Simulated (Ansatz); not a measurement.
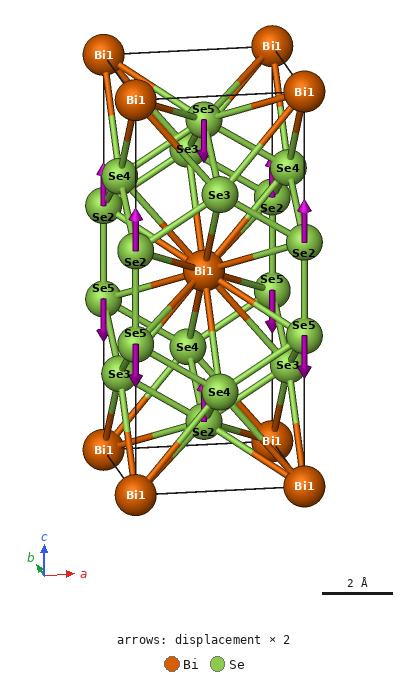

A relaxation of a crystal of BiSe4 (a generated structure, set up in I4/mmm) (coarse preliminary run). The starting structure is drawn; purple arrows show the displacements (the part carried along by the change of the cell is left out), magnified 2 times.

Style: ball-and-stick. Shown: the conventional cell (2 times the calculation's cell), slightly off an axis. Lengths and directions refer to the drawn axes.

Theory: Ansatz 0.2.0, DFT PBE, scalar-relativistic, plane waves, PAW. (plane-wave cutoff 420 eV; k-point mesh 6 × 6 × 6; occupations gaussian; smearing width 0.1 eV; no spin polarisation; cell and atoms relaxed; force threshold 0.04 eV/Å; at most 70 steps)

Question: Atoms of which element are displaced furthest, and by how much?

Answer: Selenium: up to 0.65 Å, against 0.00 Å for bismuth.

Question: Describe the change and its energy.

Answer: The largest moves relative to the cell, 0.65 Å, are those of Se2 and Se5. Se2 goes along +c. Bi stays in place. The drawn cell changes as follows: a = b 4.950 → 5.461 Å (+10.3 %), c 11.820 → 9.173 Å (−22.4 %); the volume changes by −5.5 %. Near-neighbour distances that change, for instance: Bi1–Se2 4.511 → 2.849 Å, Se2–Se5 2.797 → 3.475 Å, Bi1–Se2 (another image) 3.769 → 4.234 Å, Bi1–Se3 3.854 → 3.566 Å. Bond angles that change, for instance: Se2–Se4–Se2 115.7° → 157.0°, Se2–Se4–Se5 106.5° → 92.3°, Se3–Se5–Se4 73.5° → 87.7°. The space group stays I4/mmm (No. 139). The energy falls by 2.099 eV per cell of the calculation in 12 accepted moves (13 points after the start). Largest force component: 0.043 eV/Å at the start, 0.013 eV/Å at the end. Pressure: −5.38 GPa at the start and −0.05 GPa at the end. The SCF was repeated once at an unchanged geometry on a basis and grid sized afresh for the cell, which shifted the energy by 1.5 meV per cell of the calculation at most.

Limits of the set-up: layers or molecules are held without a dispersion correction, so their spacing is unreliable.
